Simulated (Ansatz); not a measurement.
# [S2]−: UBCCD(T)/STO-3G

What is the vertical doublet–quartet gap of [S2]− at UBCCD(T)/STO-3G? 

Program for the calculation: Ansatz 0.2.0.

31 further runs of the same task are left out: 28 that didn't finish, 3 set aside as unsound or not needed.

## 1. The structure to begin with

[S2]− has 2 atoms, charge -1, and is taken as a doublet. Geometry: relaxed at GFN2-xTB.

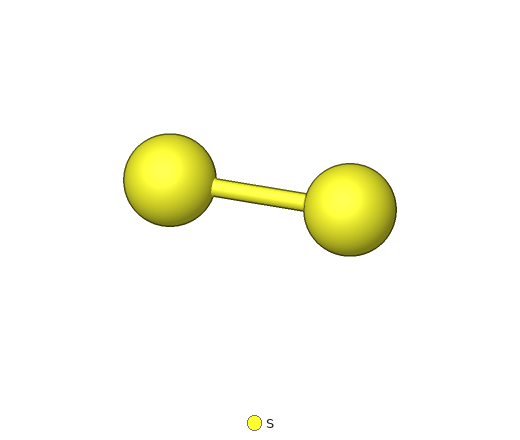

Viewed from a chosen angle; sulfur yellow.

## 2. A single-point energy at UBCCD(T)/STO-3G

The input, molecule.yaml:

```yaml
crystal:
  periodic: [false, false, false]
  atoms:
    - symbol: S
      position_ang: [0.678550, -0.576410, -0.430000]
    - symbol: S
      position_ang: [-0.678550, 0.576410, 0.430000]
basis:
  gaussian:
    orbitals: STO-3G
total_charge: -1
magnetization:
  spin_polarized: true
  initial_magnetization: 1
correlation:
  method: bccd_t
  frozen_orbitals: {S: 5}
accuracy: high
scf:
  omitted_lower_state_checks: [cluster_reference, increment]
```

The run is started by

```
ansatz run molecule.yaml --threads 1 --pin off --max-ram 2610MiB --events-out events.jsonl --progress --plain --runs-dir runs
```

What it wrote, cut to the lines that bear on the results:

```text
Warning: RAYON_NUM_THREADS=1 ignored (pool sized by the plan → 1); use --threads N
Functional definition: HF
  name "HF"
[...]
297 factors; integrals over basis functions are off by at most 9.5e-9 eV
[...]
mean field -21392.00621077 eV, -786.1417282231 hartree, gradient 3.0e-9 eV, S^2 0.750728; 4 other end points of the search recorded, 0 dependent functions left out
10 core orbitals not correlated: weight in the atoms' cores, before any rotation towards them, 1.000 or more for the frozen orbitals, at most 0.000 for the correlated occupied ones
reference -21392.00621077 eV, -786.1417282231 hartree; 7, 6 occupied and 1, 2 virtual orbitals, 297 factors
second order -0.88752944 eV of doubles, -0.00000000 eV of singles
cycle   1  -1.04300840 eV  change   -2.5e-1 eV  update   4.7e-2
[...]
cycle  16  -1.16418951 eV  change    1.4e-9 eV  update  6.9e-10
perturbative correction -0.01290966 eV, -0.0004744212 hartree
WARN: these amplitudes may be one of several solutions (largest doubles amplitude 0.13, level shift 2.20 eV)
Total energy: -21393.18330993 eV, -786.1849858196 hartree
Checks for a lower state left out: cluster_reference, increment
```

Run time: 0.22 s. Hardware: 1 thread of Arm Neoverse V1, shared host.

## 3. The quartet at the same level

The input, molecule.yaml:

```yaml
crystal:
  periodic: [false, false, false]
  atoms:
    - {symbol: S, position_ang: [0.678550, -0.576410, -0.430000]}
    - {symbol: S, position_ang: [-0.678550, 0.576410, 0.430000]}
basis:
  gaussian: {orbitals: STO-3G}
total_charge: -1
magnetization: {spin_polarized: true, initial_magnetization: 3}
correlation: {method: bccd_t, frozen_orbitals: {S: 5}}
accuracy: high
scf: {omitted_lower_state_checks: [cluster_reference, increment]}
```

The run is started by

```
ansatz run molecule.yaml --threads 1 --pin off --max-ram 2610MiB --events-out events.jsonl --progress --plain --runs-dir runs
```

What it wrote, cut to the lines that bear on the results:

```text
Warning: RAYON_NUM_THREADS=1 ignored (pool sized by the plan → 1); use --threads N
[... 2 set-up lines as earlier in the session ...]
[...]
297 factors; integrals over basis functions are off by at most 9.5e-9 eV
[...]
mean field -21386.84794511 eV, -785.9521654567 hartree, gradient 3.2e-9 eV, S^2 3.750000; 2 other end points of the search recorded, 0 dependent functions left out
10 core orbitals not correlated: weight in the atoms' cores, before any rotation towards them, 1.000 or more for the frozen orbitals, at most 0.000 for the correlated occupied ones
reference -21386.84794511 eV, -785.9521654567 hartree; 8, 5 occupied and 0, 3 virtual orbitals, 297 factors
second order -0.26436318 eV of doubles, -0.00000000 eV of singles
cycle   1  -0.40409042 eV  change   -1.4e-1 eV  update   5.9e-2
[...]
cycle  26  -0.99667899 eV  change   -1.4e-9 eV  update  3.4e-10
perturbative correction -0.00034851 eV, -0.0000128074 hartree
Total energy: -21387.84497261 eV, -785.9888055413 hartree
Checks for a lower state left out: cluster_reference, increment
```

Wall time 0.22 s (1 thread of Arm Neoverse V1, shared host).

## 4. Summary of results

At UBCCD(T)/STO-3G, 10 core orbitals frozen:

| quantity | value |
| --- | --- |
| doublet: total energy | -786.18499 Eh |
| doublet: correlation energy (10 core orbitals frozen) | -43.3 mEh |
| doublet: (T) correction | -0.47 mEh |
| doublet: ⟨S²⟩ of the reference determinant | 0.751 |
| quartet: total energy | -785.98881 Eh |
| quartet: correlation energy (10 core orbitals frozen) | -36.6 mEh |
| quartet: (T) correction | -0.01 mEh |
| quartet: ⟨S²⟩ of the reference determinant | 3.750 |
| vertical energy of the quartet above the doublet | 5.338 eV |

**Reading.** At this shape the quartet lies 5.34 eV (123 kcal/mol) above the doublet. For an anion a state so high probably lies above electron detachment. In a minimal basis such a difference can be off by several eV, whatever the method. The triples (doublet) make up 1.1 % of the correlation energy. The triples (quartet) make up 0.0 % of the correlation energy.
